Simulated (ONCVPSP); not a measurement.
Rh (Z = 45), optimised norm-conserving Vanderbilt (ONCV), made with ONCVPSP 4.0.1 (PBEsol, scalar-relativistic). Core [Kr], reference 4d8 5s1. Waves: 5s: rc 2.50 bohr, ncon 4, nbas 9, qcut 2 1/bohr, 2 projectors, debl 2.5 Ha; p scattering state at 0.27 Ha: rc 2.45 bohr, ncon 4, nbas 8, qcut 3.5 1/bohr, 2 projectors, debl 0.8 Ha; 4d: rc 2.00 bohr, ncon 4, nbas 9, qcut 9.2 1/bohr, local. Local part: the d channel. Core correction: Teter function, fcfact 5, rcfact 1.5.

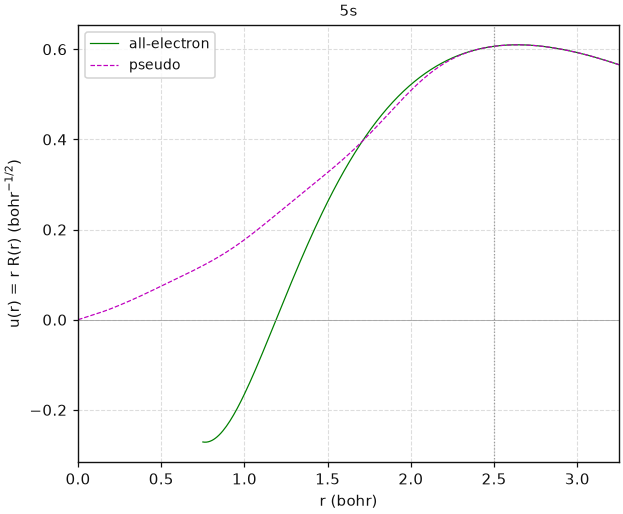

Pseudo-waves (dashed) against the all-electron radial functions (solid). Dotted lines mark the matching radii. The all-electron curves start outside the innermost oscillations, which aren't drawn.

Pseudo-waves: 5s has no node.

* Cutoffs needed: 24 Ha and 35 Ha (the cutoffs at which the residual kinetic energy of the hardest occupied pseudo-wave falls to 1 and 0.1 mHa per electron)
* Ghost test: GHOST(-) flagged for s at -22.4 eV; GHOST(+) flagged for p at 19.7 eV
* Largest excitation error: -495 meV (all-electron minus pseudo) for 4d6 5s0, out of 4 test configurations
* rms error of d²Exc/dni dnj: 5.87 mHa without and 0.21 mHa with the model core
